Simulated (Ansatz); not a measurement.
**SiH5Br: single-point calculation**

The run: single-point calculation of SiH5Br. Method and program: RKS PBE0-D4/def2-TZVPP (Ansatz 0.2.0).

The geometry is the reactant side of a reaction. The reaction was set up to form Si1–H7 and Br2–H6 and to break Si1–Br2 and H6–H7 (atoms counted from 1 in the order of the input); sticks are drawn by distance alone. The geometry comes from this level: PBE0-D4/def2-TZVP.

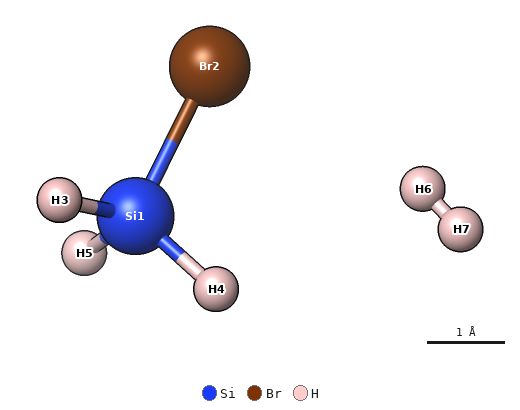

**Figure 1.** The input geometry (ball-and-stick view, seen at a tilt; atoms are numbered from 1 in the order of the input).

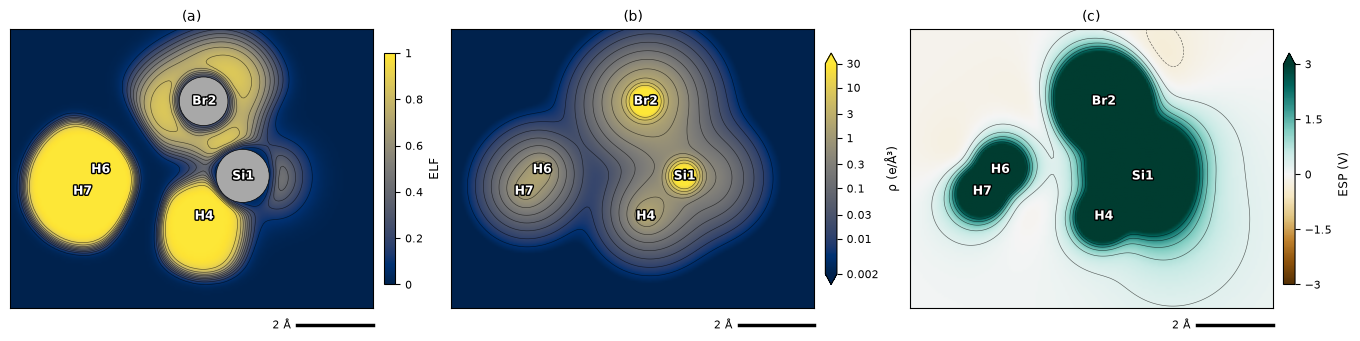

**Figure 2.** (a) ELF; (b) electron density; (c) molecular electrostatic potential on the plane of atoms Br2, Si1 and H4. Grey discs, where drawn, cover atomic cores. The section cuts through Si, Br and H sites. Si–H (1.48 Å): ρ at the midpoint is about 0.84 e/Å³; the ELF climbs to about 1 towards the hydrogen, as it does in any bond to H.

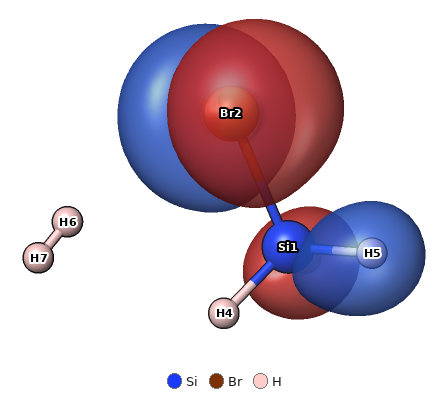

**Figure 3.** The HOMO at ±0.08 Å⁻³ᐟ² (blue and red are the two phases), seen at an oblique angle. Its energy is −8.51 eV.

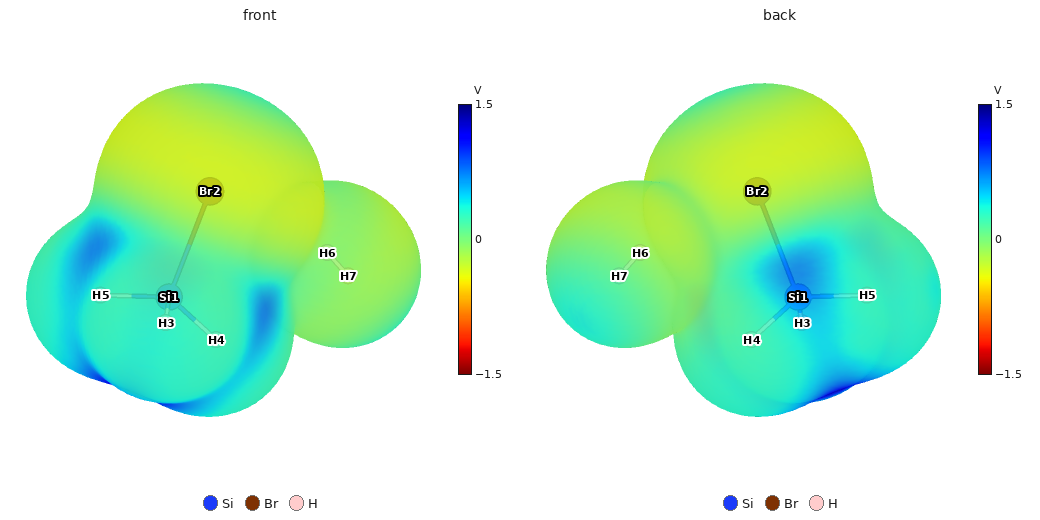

**Figure 4.** The electrostatic potential painted on the density surface at 0.001 e/bohr³, seen at a tilt and from behind; the colour scale runs from red (negative) to blue (positive). A positive charge is drawn to the negative regions and a negative charge to the positive ones.

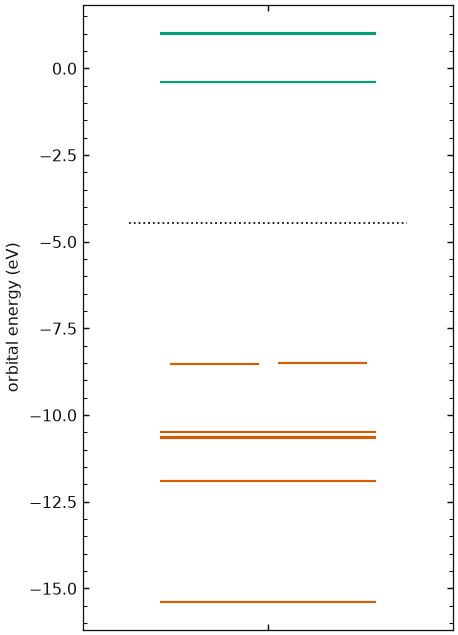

**Figure 5.** Orbital energies near the frontier; the dotted line parts filled from empty levels, and levels within 0.02 eV of each other stand side by side. Highest filled −8.51 eV, lowest empty −0.38 eV, 8.13 eV apart.

These pictures come from the run below.

### Input file
```yaml
crystal:
  periodic: [false, false, false]
  atoms:
    - {symbol: Si, position_ang: [-0.824921, -0.750937, -0.440295]}
    - {symbol: Br, position_ang: [0.896836, -0.092181, -1.678235]}
    - {symbol: H, position_ang: [-2.072900, -0.392785, -1.151601]}
    - {symbol: H, position_ang: [-0.751375, -0.057417, 0.865401]}
    - {symbol: H, position_ang: [-0.732587, -2.217191, -0.257935]}
    - {symbol: H, position_ang: [1.737360, 1.607901, 0.988280]}
    - {symbol: H, position_ang: [1.747586, 1.902609, 1.674384]}
basis:
  gaussian: {orbitals: def2-TZVPP}
hamiltonian: {xc: pbe0, dispersion: d4}
output: {orbitals: {seedname: orbitals}}
```

Launched with:
```bash
ansatz run in.yaml --threads 2 --pin off --events-out ev --progress --plain --max-ram 4352MiB
```

### The program's output
```
Functional definition: PBE0
  name "PBE0"
  cite "Adamo & Barone, J. Chem. Phys. 110, 6158 (1999) doi:10.1063/1.478522"
  cite "Perdew, Burke & Ernzerhof, Phys. Rev. Lett. 77, 3865 (1996) doi:10.1103/PhysRevLett.77.3865"
  parent pbe
  parameter a = 0.25
  parameter kappa = 0.804
  parameter beta = 0.06672455060314922
  exchange = (1 - a)*pbe_x(kappa = kappa, mu = beta*pi^2/3) + a*exact_x
  correlation = pbe_c(beta = beta)
999 factors; their error is unknown
mean field evaluation 1: about -77993.6173 eV, gradient 1.1e1 eV
mean field evaluation 2: about -77993.8969 eV, gradient 4.2e0 eV
mean field evaluation 4: about -77993.9474 eV, gradient 2.5e-1 eV
mean field evaluation 8: about -77994.3925 eV, gradient 4.3e-1 eV
mean field evaluation 16: about -77994.3927 eV, gradient 2.0e-5 eV
mean field -77994.39265003 eV, -2866.2410633905 hartree, gradient 2.0e-5 eV, S^2 0.000000; 0 other end points of the search recorded, 0 dependent functions left out
reference -77994.39268095 eV, -2866.2410645269 hartree; 27, 27 occupied and 133, 133 virtual orbitals, 999 factors
Total energy: -77994.47711693 eV, -2866.2441674919 hartree
```

### Key numbers

```json
{"quantity": "outcome", "value": "converged"}
{"quantity": "total energy", "value": "−77994.4771 eV"}
{"quantity": "mean-field energy", "value": "−77994.3927 eV"}
{"quantity": "dispersion energy", "value": "−0.0844 eV"}
{"quantity": "SCF solution under orbital rotations", "value": "stable"}
{"quantity": "HOMO", "value": "−8.51 eV"}
{"quantity": "LUMO", "value": "−0.38 eV"}
{"quantity": "hardware", "value": "2 CPU threads, shared host"}
{"quantity": "wall time", "value": "0.9 s (CPU time 1.7 s)"}
{"quantity": "peak memory", "value": "0.33 GiB"}
```
